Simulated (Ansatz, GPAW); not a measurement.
# A 7-layer slab of Sr(111): work function by functional and basis, part 2 of 3

Aim: the work function of both faces of a 7-layer slab of Sr(111), and its spread over functionals and bases.

GPAW 26.7.0 and Ansatz 0.2.0; Ansatz plane waves; slab in vacuum with a dipole correction, relaxation (the session's first sound run).

So far: Starting point; Relaxing the atoms.

## (2) Relaxing the atoms (continued)

The valence density, planar mean oscillates, so the rows of the table below give means over windows of 3.51 Å about each position, cut where the curve ends. Its maxima inside the range that stand out by 2 % of the span (Å: e/Å³): 7.0: 0.412, 10.5: 0.409, 14.0: 0.408, 17.5: 0.408, 21.0: 0.408, 24.4: 0.408, 27.9: 0.412. Its minima: 8.8: 0.0410, 12.3: 0.0410, 15.8: 0.0420, 19.3: 0.0420, 22.8: 0.0417, 26.2: 0.0440.

The valence density, planar mean by z; means over each step:

| z (Å) | valence density, planar mean (e/Å³) |
| --- | --- |
| 1.75 | 1.6e-4 |
| 5.26 | 0.0907 |
| 8.77 | 0.178 |
| 12.29 | 0.178 |
| 15.79 | 0.182 |
| 19.30 | 0.182 |
| 22.81 | 0.182 |
| 26.32 | 0.192 |
| 29.83 | 0.0614 |
| 33.34 | 1.1e-4 |

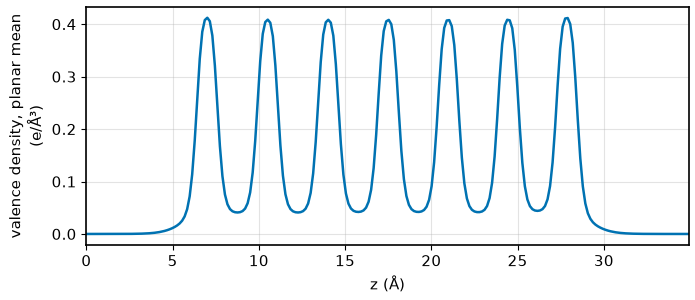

Valence density, planar mean against z.

The relaxation lowered the energy of the cell by 0.00555 eV.

## (3) The slab's potential

With the geometry fixed, the planar mean of the potential gives the vacuum level on each side.

This step: GPAW, PAW setups; slab in vacuum (GPAW 26.7.0).

The input, run.py:

```python
import json
import numpy as np
from ase import Atoms
from gpaw import GPAW, PW

slab = Atoms(
    ['Sr', 'Sr', 'Sr', 'Sr', 'Sr', 'Sr', 'Sr'],
    positions=[
        [0.00000, 0.00000, 7.00000],
        [2.14960, 1.24107, 10.51029],
        [4.29921, 2.48215, 14.02058],
        [-0.00000, -0.00000, 17.49849],
        [2.14960, 1.24107, 20.97452],
        [4.29921, 2.48215, 24.45345],
        [-0.00000, -0.00000, 27.84527]],
    cell=[[4.29921, 0.0, 0.0], [2.1496, 3.72322, 0.0], [0.0, 0.0, 35.06174]],
    pbc=[True, True, False])

slab.calc = GPAW(mode=PW(400), xc='PBE', kpts={'size': (9, 9, 1), 'gamma': True},
                 occupations={'name': 'fermi-dirac', 'width': 0.1}, nbands='160%',
                 convergence={'density': 1e-05}, maxiter=200,
                 poissonsolver={'dipolelayer': 'xy'},
                 symmetry={'tolerance': 1e-3}, txt='slab.txt')
result = {}
energy = slab.get_potential_energy()
fermi = slab.calc.get_fermi_level()
v = slab.calc.get_electrostatic_potential().mean((0, 1)) - fermi
n = slab.calc.get_pseudo_density().mean((0, 1))
L = slab.cell[2, 2]
z = np.arange(len(v)) * L / len(v)
low, high = slab.positions[:, 2].min(), slab.positions[:, 2].max()
below, above = np.interp([low - 4.8, high + 4.8], z, v)
slopes = [np.interp(x, z, np.gradient(v, z)) for x in (low - 4.8, high + 4.8)]
eps = np.array([[slab.calc.get_eigenvalues(k, s) for k in range(len(slab.calc.get_ibz_k_points()))]
                for s in range(slab.calc.get_number_of_spins())]) - fermi
top, bottom = eps[eps < 0].max(), eps[eps > 0].min()
dipole = slab.get_dipole_moment()[2]
print(f'energy {energy:.4f} eV, Fermi level {fermi:.4f} eV, dipole {dipole:.5f} e A')
print(f'potential 4.8 A off the faces, from the Fermi level: lower {below:.4f} eV, upper {above:.4f} eV')
print(f'slope of the potential there: lower {slopes[0]:.5f}, upper {slopes[1]:.5f} eV/A')
print(f'nearest levels on the mesh: {top:.4f} and {bottom:.4f} eV')
print('magnetic moment', round(slab.get_magnetic_moment(), 3))
result.update(energy=energy, fermi=fermi, dipole=dipole, below=below, above=above, slopes=slopes, edges=[top, bottom],
              z=z.tolist(), v=v.tolist(), n=n.tolist(), positions=slab.positions.tolist(),
              forces=slab.get_forces(apply_constraint=False).tolist(), moments=slab.get_magnetic_moments().tolist())
json.dump(result, open('result.json', 'w'))
```

The run is started by

```sh
$ OMP_NUM_THREADS=1 OPENBLAS_NUM_THREADS=1 python run.py
```

Numbers of over 12 decimals in the logs are rounded to 6 here.

Log:

```text
energy -10.9677 eV, Fermi level 1.6711 eV, dipole 0.00291 e A
potential 4.8 A off the faces, from the Fermi level: lower 2.7064 eV, upper 2.6733 eV
slope of the potential there: lower -0.00913, upper 0.00901 eV/A
nearest levels on the mesh: -0.0333 and 0.0307 eV
magnetic moment 0.0
```

The job ended after 13 min (1 thread of Arm Neoverse N1, shared host; peak memory 0.38 GiB).

This step gave:

| Quantity | Value |
| --- | --- |
| dipole along the normal | 0.002909 e·Å |
| levels nearest the Fermi level on the mesh | -0.03330, 0.03070 eV from the Fermi level |
| upper work function | 2.673 eV |
| lower work function | 2.706 eV |

The electrostatic potential energy of an electron (without an applied field's), less the Fermi level, planar mean oscillates, so the rows of the table below give means over windows of 3.46 Å about each position, cut where the curve ends. Its maxima inside the range that stand out by 2 % of the span (Å: eV): 8.8: 1.67, 12.2: 1.66, 15.8: 1.62, 19.3: 1.62, 22.7: 1.60, 26.2: 1.46. Its minima: 7.0: -12.8, 10.5: -12.7, 14.1: -12.7, 17.5: -12.7, 21.0: -12.7, 24.5: -12.7, 27.8: -12.8.

Table of electrostatic potential energy of an electron (without an applied field's), less the Fermi level, planar mean by z; means over each step:

```csv
z (Å),"electrostatic potential energy of an electron (without an applied field's), less the Fermi level, planar mean (eV)"
1.73,2.70
5.19,-0.446
8.65,-3.31
12.11,-3.32
15.57,-3.42
19.03,-3.45
22.49,-3.43
25.95,-3.77
29.41,-1.53
32.87,2.67
```

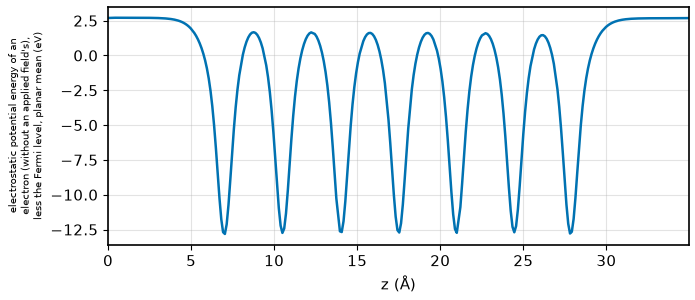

Electrostatic potential energy of an electron (without an applied field's), less the Fermi level, planar mean, plotted against z.

The pseudo valence density, planar mean oscillates, so the rows of the table below give means over windows of 3.46 Å about each position, cut where the curve ends. Its maxima inside the range that stand out by 2 % of the span (Å: e/Å³): 6.9: 0.477, 10.6: 0.469, 14.1: 0.478, 17.5: 0.480, 21.0: 0.481, 24.5: 0.482, 27.9: 0.477. Its minima: 8.7: 0.0412, 12.3: 0.0411, 15.8: 0.0420, 19.3: 0.0420, 22.7: 0.0415, 26.2: 0.0441.

The pseudo valence density, planar mean by z; means over each step:

```csv
z (Å),"pseudo valence density, planar mean (e/Å³)"
1.73,1.5e-4
5.19,0.0789
8.65,0.175
12.11,0.174
15.57,0.178
19.03,0.179
22.49,0.178
25.95,0.189
29.41,0.111
32.87,2.4e-4
```

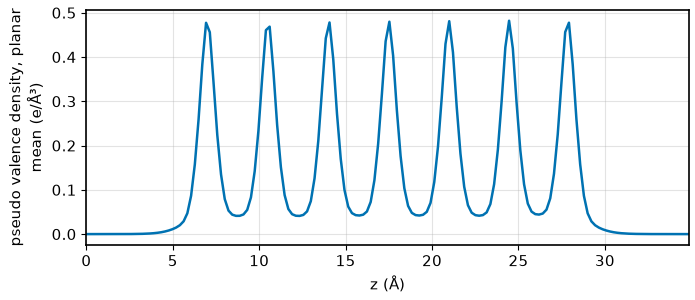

Pseudo valence density, planar mean against z.

Force by atom:

```csv
atom,x (eV/Å),y (eV/Å),z (eV/Å),size
Sr1,0.0000,0.0000,0.0710,0.0710
Sr2,0.0000,0.0000,-0.0524,0.0524
Sr3,0.0000,0.0000,-0.0255,0.0255
Sr4,0.0000,0.0000,-0.0010,0.0010
Sr5,0.0000,0.0000,0.0031,0.0031
Sr6,0.0000,0.0000,-0.0099,0.0099
Sr7,0.0000,0.0000,0.0145,0.0145
```

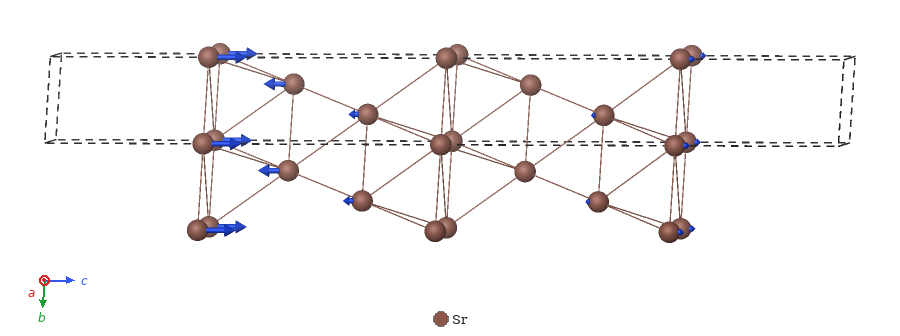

Force as arrows, the longest 0.0710 eV/Å. 1×2×1 cells are drawn. Some periodic images of atoms are drawn too.

The potential is flat to 0.009 eV/Å where it is read, so the vacuum is wide enough. The geometry is the other program's minimum; here the largest force on a free atom is 0.015 eV/Å.

## (4) Self-consistent run: xc = "vdW-DF2"

The same geometry under vdW-DF2, to see how far the functional moves the levels against the vacuum (the van der Waals functionals take revPBE setups).

run.py, as its differences from that of step 3:

```diff
@@ -18,3 +18,3 @@
 
-slab.calc = GPAW(mode=PW(400), xc='PBE', kpts={'size': (9, 9, 1), 'gamma': True},
+slab.calc = GPAW(mode=PW(400), xc='vdW-DF2', kpts={'size': (9, 9, 1), 'gamma': True},
                  occupations={'name': 'fermi-dirac', 'width': 0.1}, nbands='160%',
```

Log:

```text
energy -532.1247 eV, Fermi level 1.6037 eV, dipole 0.00218 e A
potential 4.8 A off the faces, from the Fermi level: lower 2.9123 eV, upper 2.8876 eV
slope of the potential there: lower -0.01456, upper 0.01438 eV/A
nearest levels on the mesh: -0.0060 and 0.0334 eV
magnetic moment 0.0
```

It took 16 min on 1 thread; peak memory 0.7 GiB.

This step gave:

- dipole along the normal: 0.002176 e·Å
- levels nearest the Fermi level on the mesh: -0.006049, 0.03337 eV from the Fermi level
- upper work function: 2.888 eV
- lower work function: 2.912 eV

The electrostatic potential energy of an electron (without an applied field's), less the Fermi level, planar mean oscillates, so the rows of the table below give means over windows of 3.46 Å about each position, cut where the curve ends. Its maxima inside the range that stand out by 2 % of the span (Å: eV): 8.8: 1.62, 12.2: 1.63, 15.8: 1.59, 19.3: 1.59, 22.7: 1.57, 26.2: 1.41. Its minima: 7.0: -12.8, 10.5: -12.7, 14.1: -12.7, 17.5: -12.7, 21.0: -12.7, 24.5: -12.7, 27.8: -12.8.

Table of electrostatic potential energy of an electron (without an applied field's), less the Fermi level, planar mean by z; means over each step:

```csv
z (Å),"electrostatic potential energy of an electron (without an applied field's), less the Fermi level, planar mean (eV)"
1.73,2.91
5.19,-0.321
8.65,-3.32
12.11,-3.31
15.57,-3.41
19.03,-3.44
22.49,-3.42
25.95,-3.78
29.41,-1.41
32.87,2.88
```

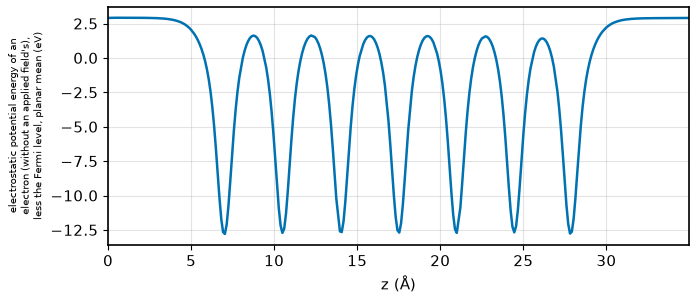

Electrostatic potential energy of an electron (without an applied field's), less the Fermi level, planar mean against z.

The pseudo valence density, planar mean oscillates, so the rows of the table below give means over windows of 3.46 Å about each position, cut where the curve ends. Its maxima inside the range that stand out by 2 % of the span (Å: e/Å³): 6.9: 0.476, 10.6: 0.468, 14.1: 0.477, 17.5: 0.479, 21.0: 0.480, 24.5: 0.481, 27.9: 0.477. Its minima: 8.7: 0.0401, 12.3: 0.0401, 15.8: 0.0409, 19.3: 0.0409, 22.7: 0.0405, 26.2: 0.0430.

Pseudo valence density, planar mean against z; means over each step:

```csv
z (Å),"pseudo valence density, planar mean (e/Å³)"
1.73,2.0e-4
5.19,0.0790
8.65,0.174
12.11,0.174
15.57,0.178
19.03,0.179
22.49,0.178
25.95,0.189
29.41,0.111
32.87,2.9e-4
```

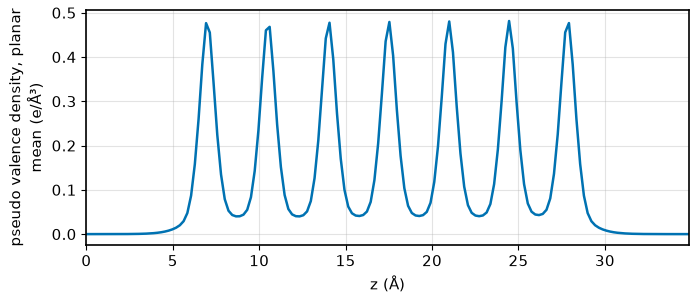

Pseudo valence density, planar mean, plotted against z.

Force by atom:

| atom | x (eV/Å) | y (eV/Å) | z (eV/Å) | size |
| --- | --- | --- | --- | --- |
| Sr1 | 0.0000 | 0.0000 | 0.0586 | 0.0586 |
| Sr2 | 0.0000 | 0.0000 | -0.0376 | 0.0376 |
| Sr3 | 0.0000 | 0.0000 | -0.0247 | 0.0247 |
| Sr4 | 0.0000 | 0.0000 | -0.0004 | 0.0004 |
| Sr5 | 0.0000 | 0.0000 | 0.0032 | 0.0032 |
| Sr6 | 0.0000 | 0.0000 | -0.0256 | 0.0256 |
| Sr7 | 0.0000 | 0.0000 | 0.0271 | 0.0271 |

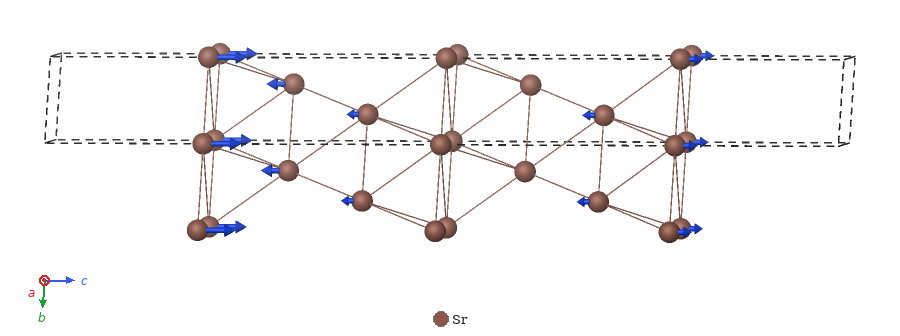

Force as arrows, the longest 0.0586 eV/Å. 1×2×1 cells are drawn. Some periodic images of atoms are drawn too.

The upper face's work function is 2.888 eV, against 2.673 eV in the first plane-wave PBE run at this geometry.

## (5) Self-consistent run: xc = "RPBE"

The same geometry under RPBE, to see how far the functional moves the levels against the vacuum.

run.py, as its differences from that of step 4:

```diff
@@ -18,3 +18,3 @@
 
-slab.calc = GPAW(mode=PW(400), xc='vdW-DF2', kpts={'size': (9, 9, 1), 'gamma': True},
+slab.calc = GPAW(mode=PW(400), xc='RPBE', kpts={'size': (9, 9, 1), 'gamma': True},
                  occupations={'name': 'fermi-dirac', 'width': 0.1}, nbands='160%',
```

Log:

```text
energy -9.7427 eV, Fermi level 1.7615 eV, dipole 0.00313 e A
potential 4.8 A off the faces, from the Fermi level: lower 2.6416 eV, upper 2.6060 eV
slope of the potential there: lower -0.01063, upper 0.01051 eV/A
nearest levels on the mesh: -0.0384 and 0.0327 eV
magnetic moment 0.0
```

Run time: 12 min. Hardware: 1 thread; peak memory 0.38 GiB.

Numbers from this step:

| Property | Result |
| --- | --- |
| dipole along the normal | 0.003133 e·Å |
| levels nearest the Fermi level on the mesh | -0.03838, 0.03266 eV from the Fermi level |
| upper work function | 2.606 eV |
| lower work function | 2.642 eV |

The electrostatic potential energy of an electron (without an applied field's), less the Fermi level, planar mean oscillates, so the rows of the table below give means over windows of 3.46 Å about each position, cut where the curve ends. Its maxima inside the range that stand out by 2 % of the span (Å: eV): 8.8: 1.58, 12.2: 1.57, 15.8: 1.53, 19.3: 1.53, 22.7: 1.51, 26.2: 1.37. Its minima: 7.0: -12.9, 10.5: -12.9, 14.1: -12.8, 17.5: -12.8, 21.0: -12.8, 24.5: -12.8, 27.8: -12.9.

Table of electrostatic potential energy of an electron (without an applied field's), less the Fermi level, planar mean by z; means over each step:

```
z (Å)  electrostatic potential energy of an electron (without an applied field's), less the Fermi level, planar mean (eV)
 1.73                                                                                                                2.64
 5.19                                                                                                              -0.532
 8.65                                                                                                               -3.41
12.11                                                                                                               -3.42
15.57                                                                                                               -3.52
19.03                                                                                                               -3.55
22.49                                                                                                               -3.53
25.95                                                                                                               -3.87
29.41                                                                                                               -1.62
32.87                                                                                                                2.60
```

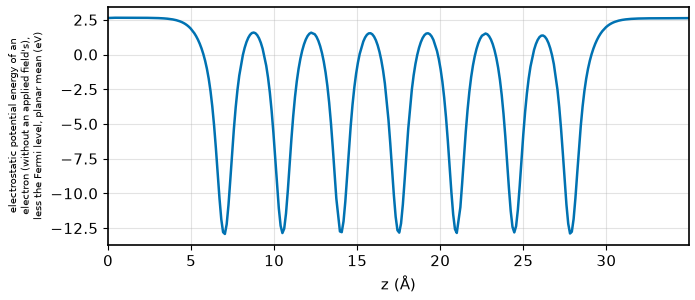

Electrostatic potential energy of an electron (without an applied field's), less the Fermi level, planar mean, plotted against z.

The upper face's work function is 2.606 eV, against 2.673 eV in the first plane-wave PBE run at this geometry.

## (6) OptPBE vdW: xc = "optPBE-vdW"

The same geometry under optPBE-vdW, to see how far the functional moves the levels against the vacuum (the van der Waals functionals take revPBE setups).

run.py, as its differences from that of step 5:

```diff
@@ -18,3 +18,3 @@
 
-slab.calc = GPAW(mode=PW(400), xc='RPBE', kpts={'size': (9, 9, 1), 'gamma': True},
+slab.calc = GPAW(mode=PW(400), xc='optPBE-vdW', kpts={'size': (9, 9, 1), 'gamma': True},
                  occupations={'name': 'fermi-dirac', 'width': 0.1}, nbands='160%',
```

Log:

```text
energy -99.9035 eV, Fermi level 1.6083 eV, dipole 0.00248 e A
potential 4.8 A off the faces, from the Fermi level: lower 2.8615 eV, upper 2.8325 eV
slope of the potential there: lower -0.01922, upper 0.01928 eV/A
nearest levels on the mesh: -0.0334 and 0.0273 eV
magnetic moment 0.0
```

It took 13 min on 1 thread; peak memory 0.7 GiB.

Numbers from this step:

| Quantity | Value |
| --- | --- |
| dipole along the normal | 0.002482 e·Å |
| levels nearest the Fermi level on the mesh | -0.03340, 0.02726 eV from the Fermi level |
| upper work function | 2.832 eV |
| lower work function | 2.861 eV |

The upper face's work function is 2.832 eV, against 2.673 eV in the first plane-wave PBE run at this geometry.

## (7) Self-consistent run: xc = "revPBE"

The same geometry under revPBE, to see how far the functional moves the levels against the vacuum.

run.py, as its differences from that of step 6:

```diff
@@ -18,3 +18,3 @@
 
-slab.calc = GPAW(mode=PW(400), xc='optPBE-vdW', kpts={'size': (9, 9, 1), 'gamma': True},
+slab.calc = GPAW(mode=PW(400), xc='revPBE', kpts={'size': (9, 9, 1), 'gamma': True},
                  occupations={'name': 'fermi-dirac', 'width': 0.1}, nbands='160%',
```

Log:

```text
energy -9.8850 eV, Fermi level 1.7444 eV, dipole 0.00312 e A
potential 4.8 A off the faces, from the Fermi level: lower 2.6408 eV, upper 2.6053 eV
slope of the potential there: lower -0.00970, upper 0.00962 eV/A
nearest levels on the mesh: -0.0370 and 0.0323 eV
magnetic moment 0.0
```

It took 15 min on 1 thread; peak memory 0.38 GiB.

Numbers from this step:

* dipole along the normal: 0.003120 e·Å
* levels nearest the Fermi level on the mesh: -0.03705, 0.03225 eV from the Fermi level
* upper work function: 2.605 eV
* lower work function: 2.641 eV

The upper face's work function is 2.605 eV, against 2.673 eV in the first plane-wave PBE run at this geometry.

## (8) Self-consistent run: xc = "LDA"

The same geometry under LDA, to see how far the functional moves the levels against the vacuum.

run.py, as its differences from that of step 7:

```diff
@@ -18,3 +18,3 @@
 
-slab.calc = GPAW(mode=PW(400), xc='revPBE', kpts={'size': (9, 9, 1), 'gamma': True},
+slab.calc = GPAW(mode=PW(400), xc='LDA', kpts={'size': (9, 9, 1), 'gamma': True},
                  occupations={'name': 'fermi-dirac', 'width': 0.1}, nbands='160%',
```

Log:

```text
energy -12.5534 eV, Fermi level 1.4986 eV, dipole 0.00256 e A
potential 4.8 A off the faces, from the Fermi level: lower 2.8127 eV, upper 2.7836 eV
slope of the potential there: lower -0.00803, upper 0.00788 eV/A
nearest levels on the mesh: -0.0248 and 0.0026 eV
magnetic moment 0.0
```

Run time: 9.6 min. Hardware: 1 thread; peak memory 0.39 GiB.

This step gave:

```
dipole along the normal                    : 0.002565 e·Å
levels nearest the Fermi level on the mesh : -0.02476, 0.002613 eV from the Fermi level
upper work function                        : 2.784 eV
lower work function                        : 2.813 eV
```

The upper face's work function is 2.784 eV, against 2.673 eV in the first plane-wave PBE run at this geometry.

## (9) Real-space grid: mode = "fd"

A real-space grid is a second complete basis, so it checks the plane-wave result.

run.py, as its differences from that of step 8:

```diff
@@ -3,3 +3,3 @@
 from ase import Atoms
-from gpaw import GPAW, PW
+from gpaw import GPAW
 
@@ -18,3 +18,3 @@
 
-slab.calc = GPAW(mode=PW(400), xc='LDA', kpts={'size': (9, 9, 1), 'gamma': True},
+slab.calc = GPAW(mode='fd', h=0.18, xc='PBE', kpts={'size': (9, 9, 1), 'gamma': True},
                  occupations={'name': 'fermi-dirac', 'width': 0.1}, nbands='160%',
```

Log:

```text
energy -11.1110 eV, Fermi level -2.6880 eV, dipole 0.00274 e A
potential 4.8 A off the faces, from the Fermi level: lower 2.7002 eV, upper 2.6689 eV
slope of the potential there: lower -0.00791, upper 0.00807 eV/A
nearest levels on the mesh: -0.0335 and 0.0306 eV
magnetic moment 0.0
```

Wall time 43 min (1 thread); peak memory 1.6 GiB.

This step gave:

* dipole along the normal: 0.002744 e·Å
* levels nearest the Fermi level on the mesh: -0.03346, 0.03062 eV from the Fermi level
* upper work function: 2.669 eV
* lower work function: 2.700 eV

The upper face's work function is 2.669 eV, against 2.673 eV in the first plane-wave PBE run at this geometry.

(Part 2 of 3 ends here.)

[Logs are printed without paths, hosts, clocks, repeated set-up lines and the standing remarks that a program may print on its own settings, such as how far it seeks lower states.]

[Hosts, paths, dates, database ids (printed as entryN), source tags and the programs' standing remarks are cut or masked in the printed files.]
